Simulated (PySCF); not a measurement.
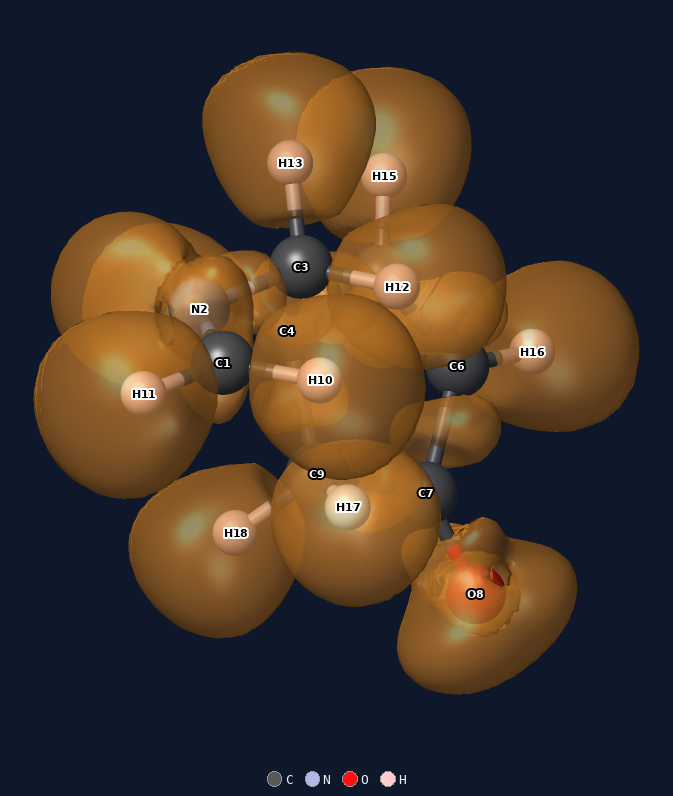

Figure 1: C7H9NO (SMILES C=NC[C@H]1C=CC(=O)C1). Isosurface of the electron localisation function at 0.75 (orange), seen at an oblique angle. Only the valence region is drawn (cores and ρ < 0.01 e/Å³ removed).

Geometry: GFN2-xTB.

The calculation used PBE0/pcSseg-1, SCF density, gas phase, non-relativistic in PySCF.

```csv
atom,x (Å),y (Å),z (Å)
C,2.8616,-0.8001,-0.3830
N,2.1775,-0.0154,0.3088
C,1.1236,0.7476,-0.2858
C,-0.1970,0.4371,0.4400
C,-1.2991,1.3371,-0.0239
C,-2.3457,0.6731,-0.5091
C,-2.1149,-0.7778,-0.4440
O,-2.8662,-1.6550,-0.7912
C,-0.7291,-0.9712,0.1528
H,2.7286,-0.9538,-1.4611
H,3.6455,-1.3636,0.1006
H,1.0124,0.5618,-1.3675
H,1.3671,1.8037,-0.1316
H,-0.0139,0.5817,1.5093
H,-1.2028,2.4082,0.0429
H,-3.2552,1.0912,-0.9019
H,-0.1030,-1.5114,-0.5584
H,-0.7979,-1.5867,1.0492
```

Identify the bonds, lone pairs and shells in this picture.

Answer. At this value the surface marks out six regions between bonded C–C atoms (shared pairs), nine regions around hydrogen nuclei, one region on N in which the atom's valence shell and bonds are merged and one region on O in which the atom's valence shell and bonds are merged. Along the contacts the grid gives the following. C–O (1.21 Å): the ELF peaks at about 0.85 between the atoms: a multiple bond. C–N (1.25 Å): the ELF peaks at about 0.90 between the atoms; a multiple bond.
